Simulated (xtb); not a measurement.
## SiPNH6: calculation of the molecule and its ions

SiPNH6, SMILES [SiH3]NP, computed with GFN1-xTB (xtb 6.7.1).

The run did not end well. The geometry was optimised with GFN2-xTB.

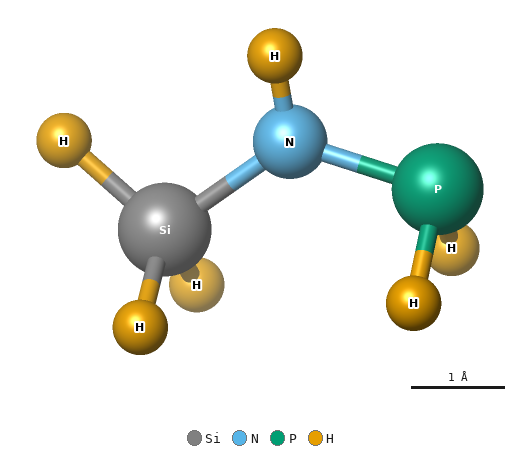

Figure 1. The structure (ball-and-stick view, seen at a tilt). Bond lengths as drawn: H–N 1.01 Å, H–P 1.41 Å, H–Si 1.46 to 1.47 Å, N–P 1.70 Å and N–Si 1.74 Å.

**Input (mol.sdf)**
```

     RDKit          3D

  9  8  0  0  0  0  0  0  0  0999 V2000
   -0.4829    0.6766   -0.8506 Si  0  0  0  0  0  4  0  0  0  0  0  0
    0.8423   -0.1005   -0.0359 N   0  0  0  0  0  0  0  0  0  0  0  0
    0.7759   -1.0803    1.3458 P   0  0  0  0  0  0  0  0  0  0  0  0
   -1.4411   -0.3679   -1.2172 H   0  0  0  0  0  0  0  0  0  0  0  0
    0.1438    1.3189   -2.0010 H   0  0  0  0  0  0  0  0  0  0  0  0
   -1.1270    1.6401    0.0486 H   0  0  0  0  0  0  0  0  0  0  0  0
    1.7826    0.1460   -0.2988 H   0  0  0  0  0  0  0  0  0  0  0  0
   -0.2425   -1.9423    0.9052 H   0  0  0  0  0  0  0  0  0  0  0  0
   -0.1627   -0.3371    2.0868 H   0  0  0  0  0  0  0  0  0  0  0  0
  2  1  1  0
  3  2  1  0
  4  1  1  0
  5  1  1  0
  6  1  1  0
  7  2  1  0
  8  3  1  0
  9  3  1  0
M  END
$$$$
```

**File xcontrol**
```
$chrg 0
$spin 0
$scc
   maxiterations=30
$end
```

Machine: 1 thread of Arm Neoverse V1, 24 GiB of memory available, shared host.

Launch command:
```bash
xtb mol.sdf --acc 0.01 --input xcontrol --pop --molden --vipea > out.txt
```

**What the program printed**
```
* xtb version 6.7.1
   ID    Z sym.   atoms
    1   14 Si     1
    2    7 N      2
    3   15 P      3
    4    1 H      4-9

           -------------------------------------------------
          |                Calculation Setup                |
           -------------------------------------------------

          program call               : xtb mol.sdf --acc 0.01 --input xcontrol --pop --molden --vipea
          coordinate file            : mol.sdf
          omp threads                :                     1

           -------------------------------------------------
          |                 G F N 1 - x T B                 |
           -------------------------------------------------

      * Hamiltonian:
        H0-scaling (s, p, d)           1.850000    2.250000    2.000000
        zeta-weighting                 0.000000
      * Dispersion:
        s8                             2.400000
        a1                             0.630000
        a2                             5.000000
        s9                             0.000000
      * Repulsion:
        kExp                           1.500000
        rExp                           1.000000
      * Coulomb:
        alpha                          2.000000
        third order                    atomic
        anisotropic                    false
      * Halogen bond correction:
        rad-scale                      1.300000
        damping                        0.440000

          ...................................................
          :                      SETUP                      :
          :.................................................:
          :  # basis functions                  36          :
          :  # atomic orbitals                  34          :
          :  # shells                           20          :
          :  # electrons                        20          :
          :  # halogen bonds                     0          :
          :  max. iterations                    30          :
          :  Hamiltonian                  GFN1-xTB          :
          :  restarted?                      false          :
          :  GBSA solvation                  false          :
          :  PC potential                    false          :
          :  electronic temp.          300.0000000     K    :
          :  accuracy                    0.0100000          :
          :  -> integral cutoff          0.4500000E+02      :
          :  -> integral neglect         0.1000000E-09      :
          :  -> SCF convergence          0.1000000E-07 Eh   :
          :  -> wf. convergence          0.2000000E-06 e    :
          :  Broyden damping             0.4000000          :
          :  net charge                          0          :
          :  unpaired electrons                  0          :
          ...................................................

 iter      E             dE          RMSdq      gap      omega  full diag
   1    -11.0093015 -0.110093E+02  0.519E+00    5.39       0.0  T
   2    -11.0353492 -0.260477E-01  0.292E+00    5.38       1.0  T
   3    -11.0153624  0.199869E-01  0.156E+00    5.25       1.0  T
   4    -11.0439371 -0.285747E-01  0.259E-01    5.67       1.0  T
   5    -11.0442417 -0.304602E-03  0.496E-02    5.71       1.0  T
   6    -11.0442546 -0.129093E-04  0.126E-02    5.70       2.6  T
   7    -11.0442550 -0.408888E-06  0.280E-03    5.70      11.9  T
   8    -11.0442551 -0.741184E-07  0.105E-03    5.70      31.7  T
   9    -11.0442551 -0.898638E-08  0.179E-04    5.70     186.5  T
  10    -11.0442551 -0.263396E-09  0.639E-05    5.70     522.0  T
  11    -11.0442551 -0.640021E-10  0.550E-06    5.70    6061.4  T
  12    -11.0442551 -0.270006E-12  0.890E-07    5.70   37460.0  T
  13    -11.0442551  0.710543E-14  0.442E-07    5.70   75432.0  T

   *** convergence criteria satisfied after 13 iterations ***

         #    Occupation            Energy/Eh            Energy/eV
      -------------------------------------------------------------
         1        2.0000           -0.7696063             -20.9421
       ...           ...                  ...                  ...
         4        2.0000           -0.5201728             -14.1546
         5        2.0000           -0.5020127             -13.6605
         6        2.0000           -0.4901021             -13.3364
         7        2.0000           -0.4610353             -12.5454
         8        2.0000           -0.4600652             -12.5190
         9        2.0000           -0.4176759             -11.3655
        10        2.0000           -0.4113862             -11.1944 (HOMO)
        11                         -0.2019843              -5.4963 (LUMO)
        12                         -0.1811982              -4.9307
        13                         -0.1741028              -4.7376
        14                         -0.1583094              -4.3078
        15                         -0.1534948              -4.1768
       ...                                ...                  ...
        34                          1.4402082              39.1901
      -------------------------------------------------------------
                  HL-Gap            0.2094018 Eh            5.6981 eV
             Fermi-level           -0.3066852 Eh           -8.3453 eV

 SCC (total)                   0 d,  0 h,  0 min,  0.007 sec
 SCC setup                      ...        0 min,  0.000 sec (  0.955%)
 Dispersion                     ...        0 min,  0.000 sec (  0.355%)
 classical contributions        ...        0 min,  0.000 sec (  0.096%)
 integral evaluation            ...        0 min,  0.002 sec ( 23.107%)
 iterations                     ...        0 min,  0.003 sec ( 36.103%)
 molecular gradient             ...        0 min,  0.003 sec ( 37.959%)
 printout                       ...        0 min,  0.000 sec (  1.240%)

         :::::::::::::::::::::::::::::::::::::::::::::::::::::
         ::                     SUMMARY                     ::
         :::::::::::::::::::::::::::::::::::::::::::::::::::::
         :: total energy             -10.960522965645 Eh    ::
         :: gradient norm              0.050195800391 Eh/a0 ::
         :: HOMO-LUMO gap              5.698113598414 eV    ::
         ::.................................................::
         :: SCC energy               -11.044255082778 Eh    ::
         :: -> electrostatic           0.016881257437 Eh    ::
         :: repulsion energy           0.086665462990 Eh    ::
         :: dispersion energy         -0.002933345857 Eh    ::
         :: halogen bond corr.         0.000000000000 Eh    ::
         :: add. restraining           0.000000000000 Eh    ::
         :: total charge              -0.000000000000 e     ::
         :::::::::::::::::::::::::::::::::::::::::::::::::::::

           -------------------------------------------------
          |        vertical delta SCC IP calculation        |
           -------------------------------------------------

 iter      E             dE          RMSdq      gap      omega  full diag
   1    -10.4626132 -0.104626E+02  0.213E+00    5.70       0.0  T
   2    -10.4843377 -0.217245E-01  0.189E+00    5.80       1.0  T
   3    -10.5004991 -0.161614E-01  0.995E-01    5.62       1.0  T
   4    -10.4624324  0.380667E-01  0.154E+00    5.84       1.0  T
   5    -10.4851987 -0.227663E-01  0.102E+00    5.51       1.0  T
   6    -10.5080609 -0.228622E-01  0.433E-01    5.74       1.0  T
   7    -10.5069235  0.113742E-02  0.357E-01    5.72       1.0  T
   8    -10.5098245 -0.290097E-02  0.407E-02    5.75       1.0  T
   9    -10.5098200  0.446363E-05  0.501E-02    5.75       1.0  T
  10    -10.5098590 -0.390003E-04  0.198E-02    5.75       1.7  T
  11    -10.5098612 -0.215190E-05  0.145E-02    5.75       2.3  T
  12    -10.5098627 -0.157003E-05  0.599E-03    5.75       5.6  T
  13    -10.5098630 -0.270304E-06  0.876E-04    5.75      38.0  T
  14    -10.5098630 -0.105740E-07  0.291E-04    5.75     114.4  T
  15    -10.5098630 -0.119912E-08  0.877E-05    5.75     380.2  T
  16    -10.5098630 -0.826965E-10  0.220E-05    5.75    1516.0  T
  17    -10.5098630 -0.358291E-11  0.622E-06    5.75    5363.3  T
  18    -10.5098630 -0.305533E-12  0.231E-07    5.75  100000.0  T
  19    -10.5098630 -0.426326E-13  0.320E-07    5.75  100000.0  T
     SCC iter.                  ...        0 min,  0.004 sec
     gradient                   ...        0 min,  0.003 sec
------------------------------------------------------------------------
empirical IP shift (eV):    4.8455
delta SCC IP (eV):    9.6960
------------------------------------------------------------------------
           -------------------------------------------------
          |        vertical delta SCC EA calculation        |
           -------------------------------------------------

 iter      E             dE          RMSdq      gap      omega  full diag
   1    -10.9317356 -0.109317E+02  0.276E+00    0.63       0.0  T
   2    -10.7828213  0.148914E+00  0.452E+00    0.79       1.0  T
   3    -11.0441680 -0.261347E+00  0.273E+00    0.89       1.0  T
   4    -11.1315167 -0.873487E-01  0.124E+00    0.66       1.0  T
   5    -11.0481129  0.834038E-01  0.216E+00    0.97       1.0  T
   6    -11.1294574 -0.813445E-01  0.798E-01    0.85       1.0  T
   7    -11.1040644  0.253930E-01  0.167E+00    0.99       1.0  T
   8    -11.1350357 -0.309713E-01  0.343E-01    0.80       1.0  T
   9    -11.1356100 -0.574320E-03  0.153E-01    0.78       1.0  T
  10    -11.1355194  0.905711E-04  0.163E-01    0.78       1.0  T
  11    -11.1365020 -0.982541E-03  0.160E-01    0.85       1.0  T
  12    -11.1412861 -0.478417E-02  0.529E-01    1.03       1.0  T
  13    -11.1367327  0.455344E-02  0.230E-01    0.89       1.0  T
  14    -11.1362463  0.486351E-03  0.167E-01    0.84       1.0  T
  15    -11.1359906  0.255710E-03  0.160E-01    0.82       1.0  T
  16    -11.1360749 -0.842758E-04  0.157E-01    0.83       1.0  T
  17    -11.1370927 -0.101778E-02  0.272E-01    0.91       1.0  T
  18    -11.1400552 -0.296255E-02  0.476E-01    1.01       1.0  T
  19    -11.1429028 -0.284754E-02  0.592E-01    1.06       1.0  T
  20    -11.1410720  0.183083E-02  0.520E-01    1.03       1.0  T
  21    -11.1398843  0.118764E-02  0.456E-01    1.00       1.0  T
  22    -11.1423537 -0.246934E-02  0.557E-01    1.05       1.0  T
  23    -11.1424157 -0.620692E-04  0.559E-01    1.05       1.0  T
  24    -11.1427055 -0.289795E-03  0.571E-01    1.05       1.0  T
  25    -11.1398008  0.290474E-02  0.443E-01    0.99       1.0  T
  26    -11.1380855  0.171533E-02  0.329E-01    0.94       1.0  T
  27    -11.1373875  0.697950E-03  0.269E-01    0.91       1.0  T
  28    -11.1367105  0.677044E-03  0.197E-01    0.87       1.0  T
  29    -11.1362738  0.436612E-03  0.153E-01    0.84       1.0  T
  30    -11.1358998  0.374052E-03  0.168E-01    0.81       1.0  T
     SCC iter.                  ...        0 min,  0.005 sec
     gradient                   ...        0 min,  0.003 sec
------------------------------------------------------------------------
empirical EA shift (eV):    4.8455
delta SCC EA (eV):   -2.3517
------------------------------------------------------------------------
########################################################################
[ERROR] Program stopped due to fatal error
-3- Calculation terminated
-2- xtb_calculator_singlepoint: Electronic structure method terminated
-1- scf: Self consistent charge iterator did not converge
########################################################################
```

**Standard error**
```
ERROR STOP
Error termination. Backtrace:
abnormal termination of xtb
```

**What the run reported**

```tsv
quantity	value
outcome	not converged
electrons treated	20
total energy	−10.960523 hartree
dispersion energy	−0.002933 hartree
basis functions	36
peak memory	0.075 GiB
```

Settings chosen away from the usual ones: method = gfn2-xtb; task = vipea; x = {"accuracy": 0.01, "max_iter": 30}; geo = {"prev": 1}; partner = base. The run did not converge. Its last values are not results.
